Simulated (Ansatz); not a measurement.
The calculation's input:

```
crystal:
  periodic: [false, false, false]
  atoms:
    - {symbol: C, position_ang: [-1.337787, 0.239691, -1.025440]}
    - {symbol: S, position_ang: [-0.766757, -1.193047, -0.062156]}
    - {symbol: Si, position_ang: [0.745344, -0.265425, 1.096705]}
    - {symbol: O, position_ang: [1.995865, 0.321789, 0.201153]}
    - {symbol: H, position_ang: [-0.527283, 0.659985, -1.619197]}
    - {symbol: H, position_ang: [-1.753316, 1.004902, -0.370050]}
    - {symbol: H, position_ang: [-2.119817, -0.118827, -1.693827]}
    - {symbol: H, position_ang: [1.175007, -1.325645, 2.044031]}
    - {symbol: H, position_ang: [0.218718, 0.929464, 1.795495]}
    - {symbol: H, position_ang: [2.453026, -0.303987, -0.363814]}
basis:
  gaussian: {orbitals: def2-TZVPP}
hamiltonian: {xc: pbe0, dispersion: d4}
output: {orbitals: {seedname: orbitals}}
```

Command:

```sh
ansatz run in.yaml --threads 2 --pin off --events-out ev --progress --plain --max-ram 4352MiB
```

Geometry: PBE0-D4/def2-TZVP.

Method: RKS PBE0-D4/def2-TZVPP (Ansatz).

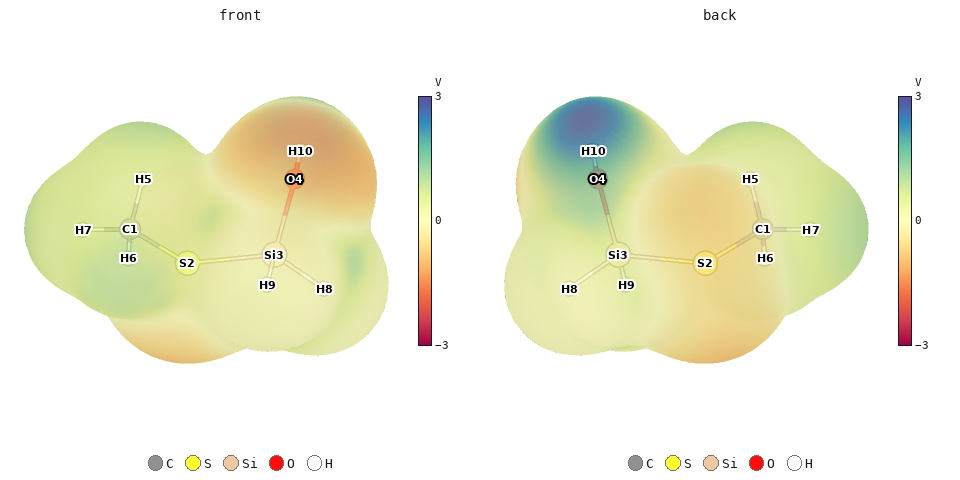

CH6OSSi. The electrostatic potential painted on the density surface at 0.002 e/bohr³, seen from the front and from behind; the colour scale runs from red (negative) to blue (positive).

Describe the electrostatic potential map.

The most negative region (about −1.2 V, or −28 kcal/mol for a unit charge) lies over O4, the most positive (about +2.7 V, or +62 kcal/mol for a unit charge) over H10. O4 is the likeliest acceptor of a hydrogen bond.
